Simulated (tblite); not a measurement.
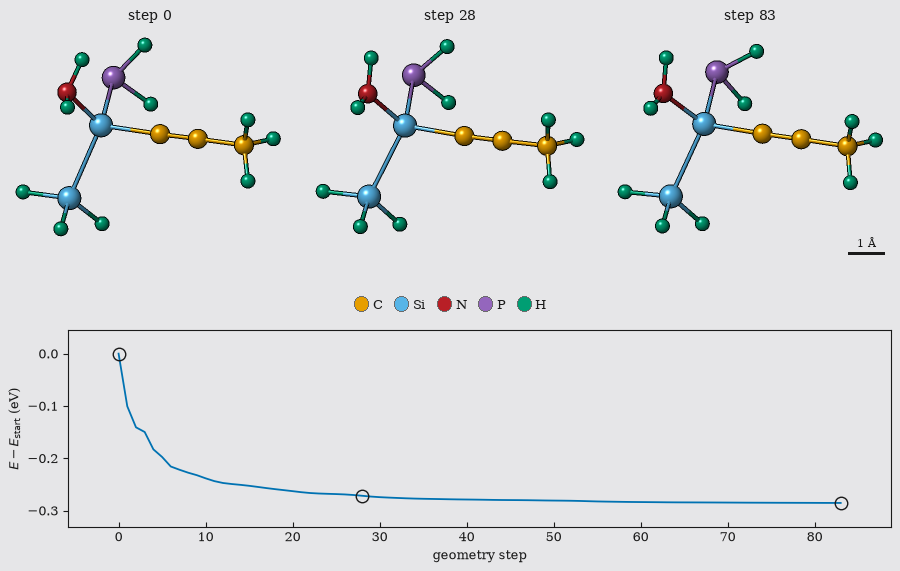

Frames of a relaxation of C₃H₁₀NPSi₂, marked on the history of the run. A ball-and-stick model, seen at a tilt.

These are results of tblite, GFN2-xTB geometry optimisation, gas phase, not measurements. 

Question: Describe the path.

Answer: The energy falls by 0.285 eV in 83 geometry steps. An H atom moves most after the best rigid fit: 0.49 Å. By element the largest moves are H 0.49 Å, P 0.20 Å, N 0.11 Å, C 0.11 Å, Si 0.10 Å. Among the contacts that change: P–Si 2.217 → 2.267 Å, N–Si 1.690 → 1.730 Å, H–P 1.418 → 1.383 Å, H–Si 1.489 → 1.464 Å. Among the angles between lasting bonds that change: Si–N–H 109.3° → 119.9°, N–Si–Si 115.6° → 108.4°, C–Si–N 107.6° → 113.4°. Cost: 1.2 s on 1 thread of Arm Neoverse N1, on a shared host. From step 0 to 28: an H atom moves most (0.31 Å), energy −0.272 eV. From step 28 to 83: an H atom moves most (0.30 Å), energy −0.014 eV.
